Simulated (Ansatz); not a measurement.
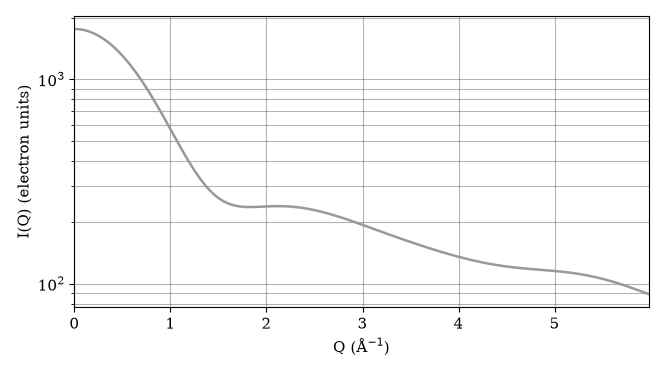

Elastic X-ray scattering of a randomly oriented, rigid molecule, calculated with the Debye equation from neutral-atom form factors (independent atoms, no Compton part, no vibration). The geometry is the end point of an optimisation (Ansatz, UKS PBE-D4/6-31G); it may be a saddle point or a higher isomer. It contains Al, S, H, C.

How many electrons does the independent-atom model of the molecule hold?

I(0) is the square of the electron number: I(0) = 1760, so about 42 electrons, the count of CH7AlS.

What radius of gyration does the initial fall-off give?

From I(Q) ≈ I(0) exp(−Q²R²/3) at small Q, R ≈ 1.91 Å. It is larger than the electron-weighted radius of the nuclear positions alone (1.74 Å), because each atom's electron cloud adds to it.
